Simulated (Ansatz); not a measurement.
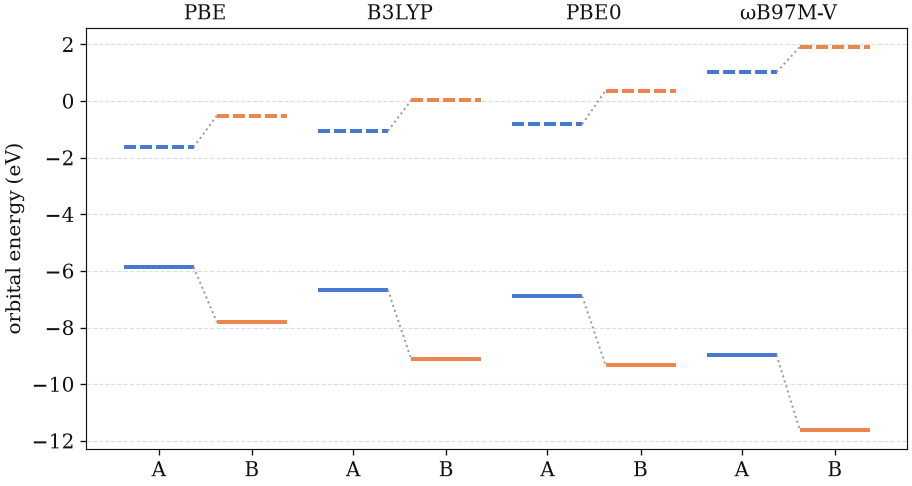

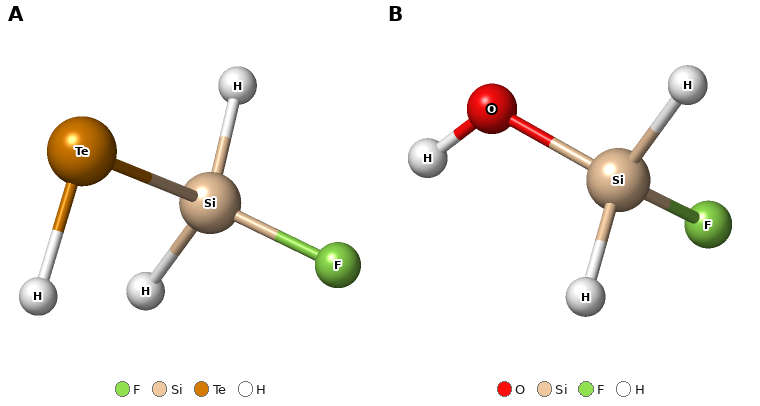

One change: A, SiH₃TeF (SMILES F[SiH2][TeH]), becomes B, SiH₃OF (SMILES O[SiH2]F). TeH on Si is replaced by OH. HOMO (solid) and LUMO (dashed) computed in def2-TZVPP at PBE0-D4/def2-TZVP geometries, both minima by their frequencies, gas phase, the Ansatz code 0.2.0. Empty levels above zero depend strongly on the basis.

What does the change do to HOMO and LUMO?

PBE: the HOMO falls by 1.94 eV, the LUMO rises by 1.12 eV, and the separation goes from 4.24 to 7.30 eV. B3LYP: the HOMO falls by 2.46 eV, the LUMO rises by 1.08 eV, and the separation goes from 5.61 to 9.16 eV. PBE0: the HOMO falls by 2.43 eV, the LUMO rises by 1.18 eV, and the separation goes from 6.08 to 9.69 eV. ωB97M-V: the HOMO falls by 2.65 eV, the LUMO rises by 0.89 eV, and the separation goes from 10.00 to 13.54 eV.

Do the functionals agree on the effect?

They agree on the direction for both levels; the HOMO shift lies between −2.65 and −1.94 eV and the LUMO shift between 0.89 and 1.18 eV, while the separations themselves differ by up to 6.2 eV between functionals.

Known limits of this run: core potentials past krypton; spin-orbit coupling is left out, and with Te it can shift these values.
